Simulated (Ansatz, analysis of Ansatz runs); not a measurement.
# A hop of Li in Li2SnF6 (P-31m), charge +1, part 4 of 5

Wanted: path and barrier of a jump of Li in Li2SnF6 (P-31m) at charge +1. The case: Li_i by the interstitialcy path, in a cell of 72 host atoms with 1 Li put in.

Ansatz 0.2.0; plane-wave PAW DFT, PBEsol; nudged elastic band between two relaxed defect structures at fixed charge in a uniform background.

So far: The starting structure; Relaxation of the start point, charge +1; Relaxation of the end point, charge +1; Nudged elastic band, charge +1.

## (4) Nudged elastic band, charge +1 (continued)

The path, image by image:

```tsv
image	path (Å)	energy (eV)	Li1: x, y, z (Å)
0	0.000	0.0000	2.483, 1.431, 1.951
1	0.542	0.1156	2.485, 1.431, 1.484
2	1.083	0.2183	2.487, 1.431, 0.968
3	1.690	0.1550	2.489, 1.432, 0.407
4	2.296	0.2127	2.484, 1.431, 0.228
5	2.902	0.1360	2.484, 1.431, 0.139
6	3.508	0.0000	2.485, 1.431, -0.011
```

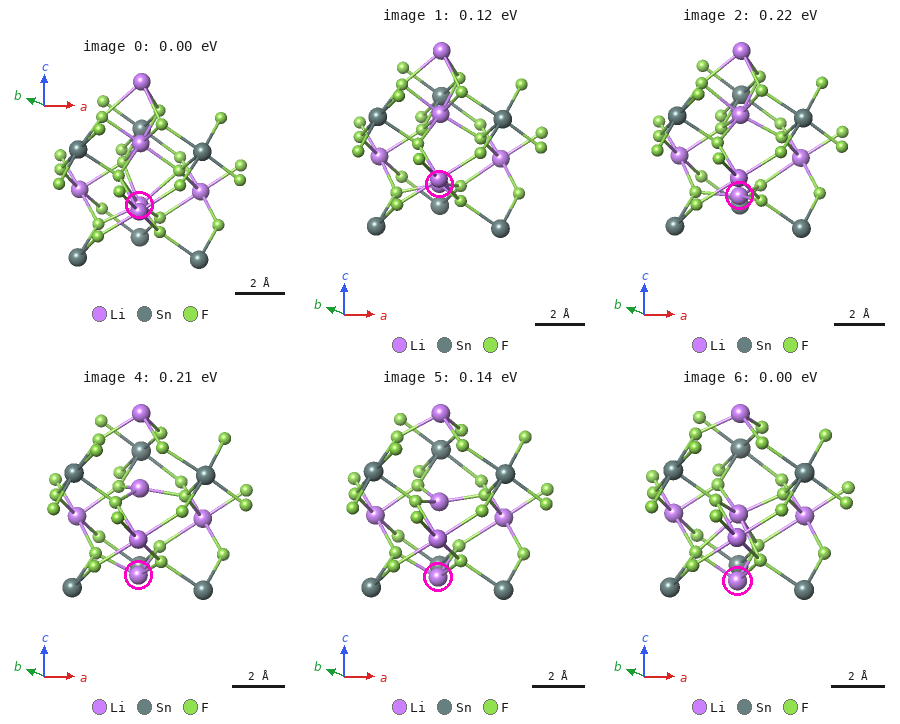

Images along the path; Li1 is ringed.

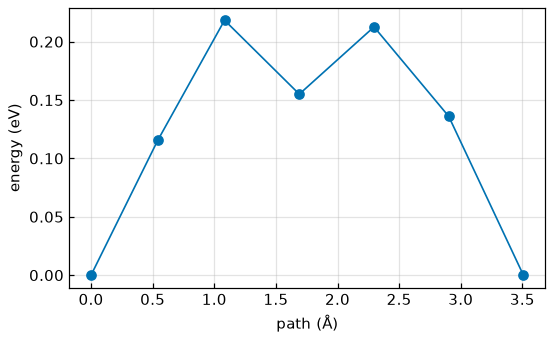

Energy along the path.

This step gave:

```yaml
free_energy: -89542.4824 eV
barrier_forward: 0.2183 eV
barrier_backward: 0.2183 eV
end_less_start: 4.15e-6 eV
hop_length: 1.959 Å
```

Track of the atom that was set to move:

```tsv
image	x (Å)	y (Å)	z (Å)	nearest neighbour	distance (Å)
0	2.483	1.432	4.553	F	1.953
1	2.482	1.432	4.415	F	1.921
2	2.483	1.432	4.327	F	1.899
3	2.482	1.431	4.222	F	1.873
4	2.483	1.431	3.7	F	1.797
5	2.483	1.431	3.121	F	1.794
6	2.485	1.431	2.594	F	1.884
```

The band met its tolerance of 0.04 eV/Å after 7 iterations, with image 2 on top (the start counts as 0). Li1, which moves farthest between the ends, has 3 F at 1.88 Å nearest at the start and 3 F at 1.79 Å at the top. The path has 2 maxima, and only the highest was climbed.

## (5) Single point at the start point, PBEsol, denser k-mesh

Three single points on a mesh of more k-points (start, top, end) test the sampling. The start is shown; top and end are run alike.

This step: plane-wave PAW DFT, PBEsol; single point of a defect supercell on a structure of the PBEsol path.

qp1.start.mesh/input.yaml

```yaml
crystal:
  lattice:
    - [9.92600377, 6.0e-08, 0.0]
    - [-4.96300194, 8.5961714, 0.0]
    - [0.0, 0.0, 9.1294056]
  atoms:
    - { symbol: Li, position: [0.33335988, 0.16648754, 0.21368979] }
    - { symbol: Li, position: [0.16404321, 0.33322815, 0.24839644] }
[... 1 atom line left out ...]
    - { symbol: F, position: [0.16139915, 0.16383495, 0.1232321] }
    - { symbol: F, position: [0.34228775, 0.33347984, 0.37841275] }
    - { symbol: F, position: [0.33612189, -0.00274464, 0.12327285] }
    - { symbol: F, position: [0.16648451, 0.0086521, 0.37831455] }
[... 5 atom lines left out ...]
    - { symbol: F, position: [0.16658276, 0.15762947, 0.61949021] }
[... 1 atom line left out ...]
    - { symbol: F, position: [0.34233596, 0.00870382, 0.61948426] }
[... 28 atom lines left out ...]
    - { symbol: F, position: [0.50265864, 0.33863434, 0.12328212] }
    - { symbol: F, position: [0.49128869, 0.15760418, 0.37830478] }
[... 7 atom lines left out ...]
    - { symbol: F, position: [0.49124841, 0.33341501, 0.61952369] }
[... 19 atom lines left out ...]
    - { symbol: Li, position: [0.33338835, 0.16656911, 0.4987631] }
total_charge: 1
basis:
  ecutwfc: 420
  xc_grid: 2
hamiltonian:
  xc: pbesol
kpoints:
  mp_grid: { grid: [2, 2, 2], shift: [0.5, 0.5, 0.5] }
scf:
  occupations: { method: fixed }
  max_iter: 120
output:
  forces: true
  eigenvalues: true
checkpoint:
  write: "../qp1.start.mesh.run"
  compress: false
  write_wavefunctions: false
  write_every: 100000
```

Command:

```
ansatz run input.yaml --threads 4 --pin off --max-ram 14131MiB --backend cpu --events-out ev --progress --plain --runs-dir out
```

Numbers of over 12 decimals in the logs are rounded to 6 here.

Output:

```text
[...]
Crystal: 73 atoms, lattice volume = 778.972 Å³
Basis set: ecut = 420 eV, 15259 PW (Γ), exchange–correlation on 144×144×128 points (8 copies of the dense FFT grid, shifted against one another)
Bands: 322, of which v1, the nominal top of the filled ones, is band 249 counted from 1 (248 counted from 0)
Symmetry: 1 space group operations
[...]
k-points: 4 of 8 (time reversal used)
[...]
SCF iter   1: F=—  HF=-89542.867718 eV  |F-HF|=—  |Δ(HF+E_count)|=         —  Δρ=1.02e-2  dr2=5.76e-1  ethr=1.77e-3  ⟨swp⟩=4.2  Hψ=4798  notcnv=0  defer=280
[...]
SCF iter   3: F=—  HF=-89542.687799 eV  |F-HF|=—  |Δ(HF+E_count)|=   6.93e-3  Δρ=6.46e-4  dr2=3.75e-3  ethr=2.60e-6  ⟨swp⟩=2.0  Hψ=2032  notcnv=0  defer=148
[...]
SCF converged after 8 iterations
Free energy (F): -89542.685299 eV
[...]
Internal energy: -89542.685299 eV  (E = F + TS)
E sigma→0 (E₀):  -89542.685299 eV
Fermi energy:    1.914187 eV
[...]
--- Forces (eV/Å), atoms counted from 1 ---
  atom   1  Li     0.00001324     0.00237129     0.00183842
  atom   2  Li    -0.00071621     0.00104178    -0.00078218
  [... 1 atom left out ...]
  atom   4  F     -0.00075787    -0.00041462     0.00153974
  atom   5  F     -0.00028911     0.00318008    -0.00716942
  atom   6  F      0.00000565     0.00101605     0.00082236
  atom   7  F     -0.00251615    -0.00276347    -0.00460672
  [... 5 atoms left out ...]
  atom  13  F     -0.00414853    -0.00127456     0.00704577
  [... 30 atoms left out ...]
  atom  44  F     -0.00015038    -0.00134042     0.00179006
  atom  45  F      0.00449199    -0.00144608    -0.00416785
  [... 7 atoms left out ...]
  atom  53  F      0.00102825     0.00368903     0.00550367
  [... 19 atoms left out ...]
  atom  73  Li    -0.00017973     0.00065093     0.00264999
  max |Σ_I F_I| component: 9.63e-6 eV/Å
--- Band table (eV) ---
[...]
[... further k-points left out ...]
```

Run time: 49 s. Hardware: 4 threads of Arm Neoverse V1, shared host; peak memory 4.2 GiB; 3.2 min of CPU time.

This step gave:

```yaml
free_energy: -89542.6853 eV
```

## (6) Barrier from single points, PBEsol, denser k-mesh

Analysis of the runs above: barrier from PBEsol single points on the PBEsol path.

It gives:

| Quantity | Value |
| --- | --- |
| barrier forward | 0.2180 eV |
| barrier backward | 0.2180 eV |
| end less start | -1.86e-6 eV |

This gives 0.218 eV against the band's 0.218 eV (backward 0.218 against 0.218 eV). This mesh holds only the band's own point and its sign variants, so it tests the average over those and no finer sampling.

## (7) Single point at the start point, LDA

Three single points with LDA show how much the barrier depends on that choice; lattice and path are kept. The start is shown; top and end are run alike.

This step: plane-wave PAW DFT, LDA; single point of a defect supercell on a structure of the PBEsol path.

qp1.start.lda/input.yaml, as its differences from qp1.start.mesh/input.yaml of step 5:

```diff
@@ -29,5 +29,5 @@
 hamiltonian:
-  xc: pbesol
+  xc: lda
 kpoints:
-  mp_grid: { grid: [2, 2, 2], shift: [0.5, 0.5, 0.5] }
+  mp_grid: { grid: [1, 1, 1], shift: [0.25, 0.25, 0.25] }
 scf:
@@ -39,3 +39,3 @@
 checkpoint:
-  write: "../qp1.start.mesh.run"
+  write: "../qp1.start.lda.run"
   compress: false
```

Output:

```text
[...]
Crystal: 73 atoms, lattice volume = 778.972 Å³
Basis set: ecut = 420 eV, 15259 PW (Γ), exchange–correlation on 144×144×128 points (8 copies of the dense FFT grid, shifted against one another)
Bands: 322, of which v1, the nominal top of the filled ones, is band 249 counted from 1 (248 counted from 0)
Symmetry: 1 space group operations
[...]
k-points: 1
[...]
SCF iter   1: F=—  HF=-88639.127916 eV  |F-HF|=—  |Δ(HF+E_count)|=         —  Δρ=1.62e-2  dr2=1.56e0  ethr=1.77e-3  ⟨swp⟩=4.0  Hψ=1191  notcnv=0  defer=71
[...]
SCF iter   9: F=-88638.582823 eV  HF=-88638.582823 eV  |F-HF|=4.37e-9  |Δ(HF+E_count)|=   2.70e-8  Δρ=9.78e-7  dr2=9.40e-9  ethr=2.01e-11  ⟨swp⟩=4.0  Hψ=904  notcnv=0
SCF 1 converged in 9 iterations: F = -88638.582823 eV  dr2 = 9.40e-9
[...]
SCF converged after 9 iterations
Free energy (F): -88638.582823 eV
[...]
Internal energy: -88638.582823 eV  (E = F + TS)
E sigma→0 (E₀):  -88638.582823 eV
Fermi energy:    1.587949 eV
[...]
--- Forces (eV/Å), atoms counted from 1 ---
  atom   1  Li    -0.00051240     0.00172133    -0.04733120
  atom   2  Li    -0.01610000     0.00544611    -0.01242719
  [... 1 atom left out ...]
  atom   4  F     -0.03129624    -0.10239583    -0.03283175
  atom   5  F      0.08721695     0.06224922     0.09321589
  atom   6  F      0.10422814     0.02586621    -0.03259438
  atom   7  F     -0.09767975     0.04336615     0.09429974
  [... 5 atoms left out ...]
  atom  13  F     -0.01115711    -0.10680549    -0.09312250
  [... 30 atoms left out ...]
  atom  44  F     -0.07323902     0.07719779    -0.03210121
  atom  45  F      0.01179844    -0.10679409     0.09517761
  [... 7 atoms left out ...]
  atom  53  F     -0.08679791     0.06303898    -0.09327667
  [... 19 atoms left out ...]
  atom  73  Li    -0.00017510     0.00060081     0.00247318
  max |Σ_I F_I| component: 1.53e-6 eV/Å
--- Band table (eV) ---
[...]
```

The job ended after 17 s (4 threads; peak memory 1.5 GiB).

Read from the output:

| Property | Result |
| --- | --- |
| free energy | -88638.5828 eV |

## (8) Barrier from single points, LDA

Analysis of the runs above: barrier from LDA single points on the PBEsol path.

It gives:

| Property | Result |
| --- | --- |
| barrier forward | 0.1908 eV |
| barrier backward | 0.1910 eV |
| end less start | -2.30e-4 eV |

This gives 0.191 eV against the band's 0.218 eV.

## (9) Single point at the start point, r2SCAN

Three single points with a meta-GGA, at its higher cutoff of 500 eV, show what it does to the barrier on the path found. The start is shown; top and end are run alike.

This step: plane-wave PAW DFT, r2SCAN; single point of a defect supercell on a structure of the PBEsol path.

qp1.start.r2scan/input.yaml, as its differences from qp1.start.lda/input.yaml of step 7:

```diff
@@ -26,6 +26,6 @@
 basis:
-  ecutwfc: 420
+  ecutwfc: 500
   xc_grid: 2
 hamiltonian:
-  xc: lda
+  xc: r2scan
 kpoints:
@@ -39,3 +39,3 @@
 checkpoint:
-  write: "../qp1.start.lda.run"
+  write: "../qp1.start.r2scan.run"
   compress: false
```

Output:

```text
[...]
Crystal: 73 atoms, lattice volume = 778.972 Å³
Basis set: ecut = 500 eV, 19761 PW (Γ), exchange–correlation on 150×150×144 points (8 copies of the dense FFT grid, shifted against one another)
Bands: 322, of which v1, the nominal top of the filled ones, is band 249 counted from 1 (248 counted from 0)
Symmetry: 1 space group operations
[...]
k-points: 1
[...]
SCF iter   1: F=—  HF=-90748.436364 eV  |F-HF|=—  |Δ(HF+E_count)|=         —  Δρ=1.44e-2  dr2=1.19e0  dr2_τ=1.79e0  ethr=1.77e-3  ⟨swp⟩=4.0  Hψ=1219  notcnv=0  defer=71
[...]
SCF iter   8: F=-90749.170836 eV  HF=-90749.170836 eV  |F-HF|=1.16e-8  |Δ(HF+E_count)|=   6.63e-8  Δρ=2.01e-6  dr2=2.31e-8  dr2_τ=1.86e-9  ethr=2.01e-11  ⟨swp⟩=13.0  Hψ=1352  notcnv=0
SCF 1 converged in 8 iterations: F = -90749.170836 eV  dr2 = 2.31e-8
[...]
SCF converged after 8 iterations
Free energy (F): -90749.170836 eV
[...]
Internal energy: -90749.170836 eV  (E = F + TS)
E sigma→0 (E₀):  -90749.170836 eV
Fermi energy:    1.346630 eV
[...]
--- Forces (eV/Å), atoms counted from 1 ---
  atom   1  Li    -0.00040258     0.00216753     0.03085263
  atom   2  Li    -0.00111324     0.00190312    -0.00157833
  [... 1 atom left out ...]
  atom   4  F     -0.03879540    -0.08443348    -0.05670432
  atom   5  F      0.04453141     0.08320417     0.05643859
  atom   6  F      0.09196666     0.01014325    -0.05696780
  atom   7  F     -0.09436259    -0.00402569     0.05829895
  [... 5 atoms left out ...]
  atom  13  F     -0.05114135    -0.08013278    -0.05639999
  [... 30 atoms left out ...]
  atom  44  F     -0.05371096     0.07386862    -0.05612356
  atom  45  F      0.05156179    -0.08011016     0.05904208
  [... 7 atoms left out ...]
  atom  53  F     -0.04391149     0.08396243    -0.05719946
  [... 19 atoms left out ...]
  atom  73  Li    -0.00020290     0.00068048     0.00265037
  max |Σ_I F_I| component: 1.28e-3 eV/Å
--- Band table (eV) ---
[...]
```

The job ended after 24 s (4 threads; peak memory 2.1 GiB).

This step gave:

```yaml
free_energy: -90749.1708 eV
```

## (10) Barrier from single points, r2SCAN

Analysis of the runs above: barrier from r2SCAN single points on the PBEsol path.

It gives:

```
barrier forward  : 0.2576 eV
barrier backward : 0.2574 eV
end less start   : 2.13e-4 eV
```

This gives 0.258 eV against the band's 0.218 eV.

## (11) Single point at the top of the path, PBEsol

A single point at the top of the band gives the levels near the gap and the populations there.

This step: plane-wave PAW DFT, PBEsol; single point of a defect supercell on a structure of the PBEsol path.

qp1.top.probe/input.yaml

```yaml
crystal:
  lattice:
    - [9.92600377, 6.0e-08, 0.0]
    - [-4.96300194, 8.5961714, 0.0]
    - [0.0, 0.0, 9.1294056]
  atoms:
    - { symbol: Li, position: [0.33371914, 0.16642735, 0.10598433] }
    - { symbol: Li, position: [0.16725429, 0.33182613, 0.25175583] }
[... 1 atom line left out ...]
    - { symbol: F, position: [0.15181798, 0.16174966, 0.12098452] }
    - { symbol: F, position: [0.34017314, 0.33985058, 0.37847536] }
    - { symbol: F, position: [0.33814851, -0.01071491, 0.12108902] }
    - { symbol: F, position: [0.16011965, -9.73e-05, 0.37846167] }
[... 5 atom lines left out ...]
    - { symbol: F, position: [0.16811531, 0.15791465, 0.61738472] }
[... 1 atom line left out ...]
    - { symbol: F, position: [0.34206645, 0.00985226, 0.61745082] }
[... 28 atom lines left out ...]
    - { symbol: F, position: [0.51057655, 0.34858519, 0.12118102] }
    - { symbol: F, position: [0.49991822, 0.15978794, 0.37838715] }
[... 7 atom lines left out ...]
    - { symbol: F, position: [0.49015208, 0.33188248, 0.61745413] }
[... 19 atom lines left out ...]
    - { symbol: Li, position: [0.33339556, 0.16654043, 0.47392492] }
total_charge: 1
basis:
  ecutwfc: 420
  xc_grid: 2
hamiltonian:
  xc: pbesol
kpoints:
  mp_grid: { grid: [1, 1, 1], shift: [0.25, 0.25, 0.25] }
scf:
  occupations: { method: fixed }
  max_iter: 120
output:
  forces: true
  eigenvalues: true
  eigenstates: { localisation: true }
  populations: true
  write_density: true
  write_potential: true
  volumetric_format: npy
  elf: true
checkpoint:
  write: "../qp1.top.probe.run"
  compress: false
  write_wavefunctions: false
  write_every: 100000
```

Output:

```text
[...]
Crystal: 73 atoms, lattice volume = 778.972 Å³
Basis set: ecut = 420 eV, 15259 PW (Γ), exchange–correlation on 144×144×128 points (8 copies of the dense FFT grid, shifted against one another)
Bands: 322, of which v1, the nominal top of the filled ones, is band 249 counted from 1 (248 counted from 0)
Symmetry: 1 space group operations
[...]
k-points: 1
[...]
SCF iter   1: F=—  HF=-89542.656553 eV  |F-HF|=—  |Δ(HF+E_count)|=         —  Δρ=1.02e-2  dr2=5.70e-1  ethr=1.77e-3  ⟨swp⟩=5.0  Hψ=1117  notcnv=0  defer=71
[...]
SCF iter   8: F=-89542.482385 eV  HF=-89542.482385 eV  |F-HF|=1.84e-8  |Δ(HF+E_count)|=   2.46e-8  Δρ=3.14e-6  dr2=5.66e-8  ethr=2.01e-11  ⟨swp⟩=20.0  Hψ=3048  notcnv=0
SCF 1 converged in 8 iterations: F = -89542.482385 eV  dr2 = 5.66e-8
[...]
SCF converged after 8 iterations
Free energy (F): -89542.482385 eV
[...]
atom   6  F      0.00191003    -0.00002992     0.00255768
  atom   7  F      0.00259431     0.00170812    -0.00062746
  [... 5 atoms left out ...]
  atom  13  F     -0.00002517    -0.00222075    -0.00139969
  [... 30 atoms left out ...]
  atom  44  F     -0.00120158    -0.00784833     0.00285684
  atom  45  F     -0.00163187     0.00211532     0.00022253
  [... 7 atoms left out ...]
  atom  53  F     -0.00112816     0.00088351    -0.00141181
  [... 19 atoms left out ...]
  atom  73  Li    -0.00031085     0.00042494    -0.00276194
  max |Σ_I F_I| component: 1.58e-5 eV/Å
--- Band table (eV) ---
[...]
--- Löwdin populations: 73 sites ---
  site symbol       q [e]
     0     Li      2.1962
     1     Li      2.2179
  [... 1 atom left out ...]
     3      F      7.5603
     4      F      7.5494
     5      F      7.5609
     6      F      7.5498
  [... 5 atoms left out ...]
    12      F      7.5573
  [... 30 atoms left out ...]
    43      F      7.5609
    44      F      7.5497
  [... 7 atoms left out ...]
    52      F      7.5577
  [... 19 atoms left out ...]
    72     Li      2.2088
  spilling = 0.004367 (of n_electrons = 498.000000)
[key lines of the parts left out:]
Fermi energy:    1.916890 eV
```

Wall time 25 s (4 threads); peak memory 1.6 GiB.

This step gave:

```yaml
free_energy: -89542.4824 eV
```

States next to the filling edge at the first k-point, on the run's own zero (eigenstates.tsv). The participation number counts the atoms that a state is spread over, of 73; bands count from 0.

```tsv
spin	band	energy (eV)	occupation	participation	largest share on	share
both	243	1.830	2.00	31.1	F24	0.08
both	244	1.853	2.00	16.8	F8	0.10
both	245	1.861	2.00	15.7	F31	0.10
both	246	1.876	2.00	27.5	F50	0.08
both	247	1.905	2.00	14.0	F22	0.16
both	248	1.917	2.00	15.9	F60	0.11
both	249	7.611	0.00	45.2	Sn48	0.06
both	250	7.895	0.00	24.6	Sn66	0.09
both	251	7.973	0.00	26.3	Sn30	0.09
both	252	8.140	0.00	24.7	Sn57	0.09
both	253	8.186	0.00	18.1	Sn39	0.13
```

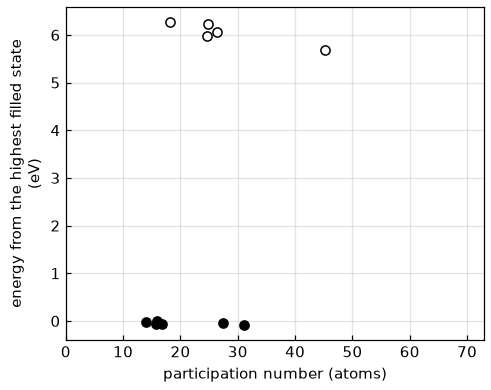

States next to the filling edge at the first k-point: energy against spread. Filled marks are occupied, open marks empty.

Under PBEsol at one point at (¼, ¼, ¼), the highest filled state is spread over 16 of 73 atoms, and the lowest empty one, 5.69 eV above it, is spread over 45 of 73 atoms.

Valence electrons by atom (Löwdin), nearest atoms first, with the excess over far atoms of the same element, which can also hold differences between inequivalent host sites (the log counts sites from 0):

```tsv
atom	distance from the centre (Å)	electrons	excess
Li73	1.15	2.209	-0.011
F5	1.71	7.549	0.005
F7	1.71	7.550	0.006
F45	1.71	7.550	0.006
Li1	2.21	2.196	-0.023
F4	2.73	7.560	0.016
F44	2.73	7.561	0.017
F6	2.73	7.561	0.017
```

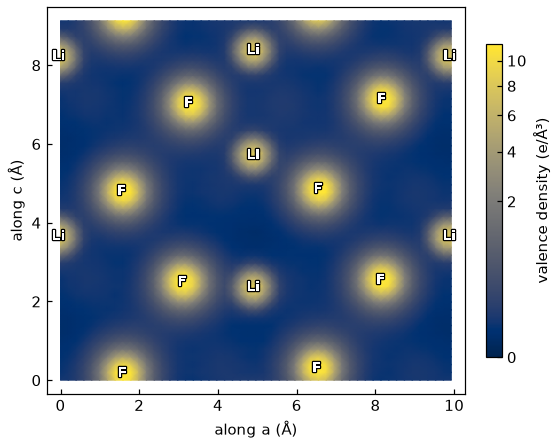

Valence density in the ac plane at fractional y = 0.167, through the centre, with atoms of Li and F within 0.45 Å of it. It is the smooth field of the valence electrons, not physical close to the nuclei. The colour scale is stretched toward low values.

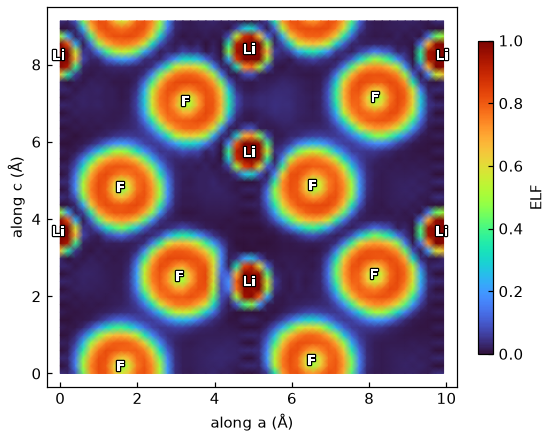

ELF in the ac plane at fractional y = 0.167, through the centre, with atoms of Li and F within 0.45 Å of it. It is the smooth field of the valence electrons, not physical close to the nuclei.

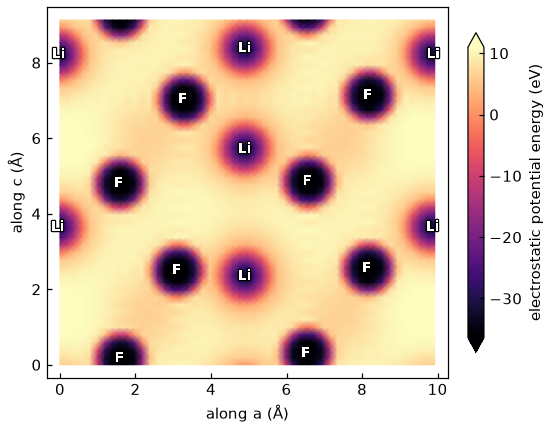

Electrostatic potential energy in the ac plane at fractional y = 0.167, through the centre, with atoms of Li and F within 0.45 Å of it. With pseudopotentials it is smooth inside the atoms' cores, unlike the true potential.

The distance between the highest filled and the lowest empty level goes from 5.67 eV at the start to 5.69 eV at the top.

(Continued in part 5 of 5.)

[Logs are printed without paths, hosts, clocks, repeated set-up lines and the standing remarks that a program may print on its own settings, such as how far it seeks lower states.]

[Hosts, paths, dates, database ids (printed as entryN), source tags and the programs' standing remarks are cut or masked in the printed files.]
